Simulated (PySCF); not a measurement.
Dissociation curve of SMILES C1CC1 (C₃H₆), singlet. The C1–H9 bond (C1 also carries C, C, H; H9 carries nothing else) is varied alone, starting from the PBE0/def2-TZVP optimised geometry.

UKS-M06-2X = unrestricted M06-2X/cc-pVDZ run with PySCF 2.14.0; UKS-PBE0 = unrestricted PBE0/cc-pVDZ (PySCF); RKS-PBE0 = restricted PBE0/cc-pVDZ in PySCF.

Magnitude of the dipole moment (D; its direction can reverse along the curve, and a method can change to another solution) and Mulliken charge of the fragment that holds C1:

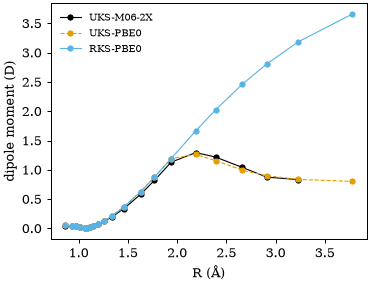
Fig. 1. Dipole moment against bond length.

```
R / Å  μ UKS-M06-2X  q UKS-M06-2X  μ UKS-PBE0  q UKS-PBE0  μ RKS-PBE0  q RKS-PBE0
-----  ------------  ------------  ----------  ----------  ----------  ----------
0.86           0.05          0.08        0.05        0.06        0.05        0.06
0.93           0.05          0.03        0.05        0.02        0.05        0.02
0.97           0.04          0.00        0.04       -0.01        0.04       -0.01
1.01           0.03         -0.02        0.03       -0.02        0.03       -0.02
1.06           0.01         -0.04        0.01       -0.04        0.01       -0.04
1.08           0.00         -0.04        0.00       -0.05        0.00       -0.05
1.12           0.02         -0.05        0.02       -0.05        0.02       -0.05
1.15           0.04         -0.06        0.04       -0.06        0.04       -0.06
1.20           0.07         -0.07        0.08       -0.07        0.08       -0.07
1.26           0.12         -0.07        0.13       -0.07        0.13       -0.07
1.34           0.20         -0.07        0.21       -0.07        0.21       -0.07
1.46           0.34         -0.06        0.37       -0.06        0.37       -0.06
1.63           0.58         -0.04        0.63       -0.03        0.63       -0.03
1.77           0.82         -0.01        0.87       -0.01        0.87       -0.01
1.94           1.13          0.02        1.19        0.03        1.19        0.03
2.19           1.29          0.04        1.26        0.03        1.66        0.07
2.39           1.22          0.04        1.16        0.02        2.02        0.09
2.66           1.04          0.02        1.00        0.01        2.46        0.12
2.91           0.87          0.01        0.90        0.01        2.81        0.13
3.23           0.83          0.01        0.84        0.00        3.18        0.14
3.78              —             —        0.80        0.00        3.66        0.14
```

Dashes: no converged value, or the column stops at the first point that the program doubted or that broke a chosen test of continuity, which isn't proof of a fault.

The unrestricted solution behind UKS-M06-2X changes between 3.23 and 3.78 Å, which can leave a kink. The unrestricted determinant behind UKS-M06-2X is spin-contaminated at 2.19 to 3.23 Å (<S²> up to 1.0, against 0.00 for a pure singlet). The unrestricted determinant behind UKS-PBE0 is spin-contaminated at 2.19 to 3.78 Å (<S²> up to 1.0, against 0.00 for a pure singlet). At the longest distance RKS-PBE0 leaves fractional charges on the fragments, a sign of delocalisation error or of the restricted form. The restricted form behind RKS-PBE0 keeps the bonding electrons paired and can't separate into open-shell fragments.
